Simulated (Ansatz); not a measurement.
# CH₄ with GeH₄: superposition error and deformation, part 3 of 3

Ansatz 0.2.0, Gaussian basis. The steps go on from the part before.

### Step 25. B97M-V/def2-TZVPPD

The inputs:

free-a/in.yaml

```yaml
crystal:
  periodic: [false, false, false]
  atoms:
    - {symbol: C, position_ang: [0.027783, -0.092413, -1.941766]}
    - {symbol: H, position_ang: [1.028351, 0.079209, -1.545761]}
    - {symbol: H, position_ang: [-0.621913, 0.735422, -1.659027]}
    - {symbol: H, position_ang: [-0.369706, -1.021734, -1.534638]}
    - {symbol: H, position_ang: [0.074498, -0.162640, -3.028168]}
basis:
  gaussian: {orbitals: "def2-TZVPPD.json"}
hamiltonian: {xc: {name: B97M-V}}
```

free-b/in.yaml

```yaml
crystal:
  periodic: [false, false, false]
  atoms:
    - {symbol: Ge, position_ang: [-0.027785, 0.092428, 1.942062]}
    - {symbol: H, position_ang: [-0.622736, -1.244817, 1.481762]}
    - {symbol: H, position_ang: [1.423250, 0.200716, 1.455393]}
    - {symbol: H, position_ang: [-0.060754, 0.167008, 3.474417]}
    - {symbol: H, position_ang: [-0.850887, 1.246820, 1.355626]}
basis:
  gaussian: {orbitals: "def2-TZVPPD.json"}
hamiltonian: {xc: {name: B97M-V}}
```

One command serves all of them, each in its own folder.

Run with:

```console
$ ansatz run in.yaml --threads 4 --pin off --events-out ev --progress --plain --max-ram 9574MiB
```

Log of free-a, cut to the lines that bear on the results:

```text
Functional definition: B97M-V
  name "B97M-V"
  cite "Mardirossian & Head-Gordon, J. Chem. Phys. 142, 074111 (2015) doi:10.1063/1.4907719"
  cite "Becke, J. Chem. Phys. 107, 8554 (1997) doi:10.1063/1.475007"
  cite "Vydrov & Van Voorhis, J. Chem. Phys. 133, 244103 (2010) doi:10.1063/1.3521275"
  # Of w^i u^j: cxij and so on, Table III.
[...]
  gx(w, u) = cx00 + cx01*u + cx02*u^2 + (cx10 + cx11*u)*w
[...]
  gos(w, u) = cos00 + cos01*u + cos03*u^3 + cos10*w + cos32*w^3*u^2
[...]
      + integral(e_c_pw_mod_opposite_spin*gos(b97_w_opposite, b97_u_opposite)) + vv10(b, c)
410 factors; their error is unknown
[...]
mean field -1102.89647829 eV, -40.5306980072 hartree, gradient 4.8e-5 eV, S^2 0.000000; 0 other end points of the search recorded, 0 dependent functions left out
reference -1102.89651905 eV, -40.5306995048 hartree; 5, 5 occupied and 100, 100 virtual orbitals, 410 factors
Total energy: -1102.89651905 eV, -40.5306995048 hartree
```

Log of free-b, cut to the lines that bear on the results:

```text
[... 5 set-up lines as earlier in the session ...]
  # Of w^i u^j: cxij and so on, Table III.
[...]
  gx(w, u) = cx00 + cx01*u + cx02*u^2 + (cx10 + cx11*u)*w
[...]
  gos(w, u) = cos00 + cos01*u + cos03*u^3 + cos10*w + cos32*w^3*u^2
[...]
      + integral(e_c_pw_mod_opposite_spin*gos(b97_w_opposite, b97_u_opposite)) + vv10(b, c)
609 factors; their error is unknown
[...]
mean field -56572.57437262 eV, -2079.0037619255 hartree, gradient 2.4e-5 eV, S^2 0.000000; 0 other end points of the search recorded, 0 dependent functions left out
reference -56572.57441778 eV, -2079.0037635850 hartree; 18, 18 occupied and 104, 104 virtual orbitals, 609 factors
Total energy: -56572.57441778 eV, -2079.0037635850 hartree
```

They took 0.85 s (free-a), 1.6 s (free-b) on 4 threads of Arm Neoverse V2, shared host.

### Step 26. HSE06-D4/def2-TZVPPD

The same edit goes into each in.yaml of step 25 (free-a, free-b):

```diff
-hamiltonian: {xc: {name: B97M-V}}
+hamiltonian: {xc: hse06, dispersion: d4}
```

The same command starts each run, in its folder.

Run with:

```console
$ ansatz run in.yaml --threads 4 --pin off --events-out ev --progress --plain --max-ram 9574MiB
```

Log of free-a, cut to the lines that bear on the results:

```text
[... 6 set-up lines as earlier in the session ...]
[...]
410 factors; their error is unknown
55 factors; integrals over basis functions are off by at most 2.8e-6 eV
[...]
mean field -1101.30903417 eV, -40.4723605118 hartree, gradient 2.8e-5 eV, S^2 0.000000; 0 other end points of the search recorded, 0 dependent functions left out
reference -1101.30906215 eV, -40.4723615399 hartree; 5, 5 occupied and 100, 100 virtual orbitals, 410 factors
Total energy: -1101.32627192 eV, -40.4729939872 hartree
```

Output in free-b, cut to the lines that bear on the results:

```text
[... 6 set-up lines as earlier in the session ...]
[...]
662 factors; their error is unknown
67 factors; integrals over basis functions are off by at most 1.7e-6 eV
[...]
mean field -56575.71485383 eV, -2079.1191724813 hartree, gradient 2.7e-5 eV, S^2 0.000000; 0 other end points of the search recorded, 0 dependent functions left out
reference -56575.71488620 eV, -2079.1191736708 hartree; 18, 18 occupied and 104, 104 virtual orbitals, 662 factors
Total energy: -56575.74738367 eV, -2079.1203679310 hartree
```

They took 0.3 s (free-a), 0.55 s (free-b) on 4 threads of Arm Neoverse V2, shared host.

### Step 27. CCSD(T)/def2-TZVPPD

Each input of step 26 (free-a, free-b) changes in the same lines:

```diff
-hamiltonian: {xc: hse06, dispersion: d4}
+correlation: {method: ccsd_t}
```

The same command starts each run, in its folder.

Run with:

```console
$ ansatz run in.yaml --threads 4 --pin off --events-out ev --progress --plain --max-ram 9574MiB
```

Log of free-a, cut to the lines that bear on the results:

```text
[... 4 set-up lines as earlier in the session ...]
[...]
575 factors; integrals over basis functions are off by at most 9.6e-4 eV
[...]
mean field -1094.29003635 eV, -40.2144170994 hartree, gradient 1.3e-6 eV, S^2 0.000000; 0 other end points of the search recorded, 0 dependent functions left out
1 core orbitals not correlated: weight in the atoms' cores, before any rotation towards them, 1.000 or more for the frozen orbitals, at most 0.000 for the correlated occupied ones
reference -1094.29003635 eV, -40.2144170994 hartree; 4, 4 occupied and 100, 100 virtual orbitals, 575 factors
second order -5.39724268 eV of doubles, -0.00000000 eV of singles
cycle   1  -5.78968186 eV  change   -3.9e-1 eV  update   4.3e-2
[...]
cycle   8  -5.95018632 eV  change   -3.7e-6 eV  update   2.6e-6
perturbative correction -0.17213301 eV, -0.0063257714 hartree
Total energy: -1100.41235568 eV, -40.4394081851 hartree
```

free-b printed, cut to the lines that bear on the results:

```text
[... 4 set-up lines as earlier in the session ...]
[...]
694 factors; integrals over basis functions are off by at most 7.2e-4 eV
[...]
mean field -56536.53900320 eV, -2077.6794865251 hartree, gradient 2.9e-6 eV, S^2 0.000000; 0 other end points of the search recorded, 0 dependent functions left out
9 core orbitals not correlated: weight in the atoms' cores, before any rotation towards them, 1.000 or more for the frozen orbitals, at most 0.000 for the correlated occupied ones
reference -56536.53900320 eV, -2077.6794865251 hartree; 9, 9 occupied and 104, 104 virtual orbitals, 694 factors
second order -7.64826607 eV of doubles, -0.00000000 eV of singles
cycle   1  -7.82834093 eV  change   -1.8e-1 eV  update   7.3e-2
[...]
cycle   8  -8.18976221 eV  change   -8.5e-6 eV  update   9.2e-6
perturbative correction -0.23372300 eV, -0.0085891617 hartree
Total energy: -56544.96248841 eV, -2077.9890438967 hartree
```

Wall times: 0.55 s (free-a), 2.1 s (free-b) on 4 threads of Arm Neoverse V2, shared host; peak memory 0.52 GiB.

### Step 28. The split

```tsv
method	interaction with counterpoise (meV)	without	superposition error	deformation	binding energy
PBE-D4	-43	-47	3	0	-43
revPBE-D4	-39	-42	3	0	-39
BLYP-D4	-29	-32	4	0	-29
r2SCAN-D4	-29	-33	3	0	-29
B97M-V	-32	-36	3	0	-32
PBE0-D4	-39	-42	3	0	-39
B3LYP-D4	-34	-37	3	0	-34
HSE06-D4	-39	-42	3	0	-39
wB97X-V	-35	-39	3	0	-35
wB97M-V	-32	-36	4	0	-32
B2PLYP	0	-10	9	0	0
Hartree-Fock	21	17	4	0	21
MP2	-28	-50	22	0	-28
CCSD	-22	-43	21	0	-22
CCSD(T)	-29	-50	21	0	-29
```

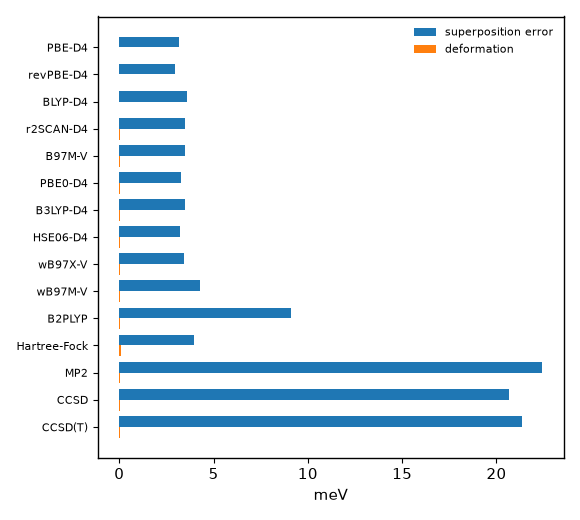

Superposition error and deformation energy by method.

### Step 29. What came out

This closing draws on all 3 parts.

| quantity | value |
| --- | --- |
| interaction, CCSD(T) | -29 meV |
| superposition error | 21 meV |
| deformation | 0 meV |
| binding energy | -29 meV |

In words: In this basis the superposition error is 21 meV for CCSD(T) and 3 meV on average for the plain functionals: correlated methods borrow far more, since they need many more functions to converge. Deformation takes back 0 % of the interaction.
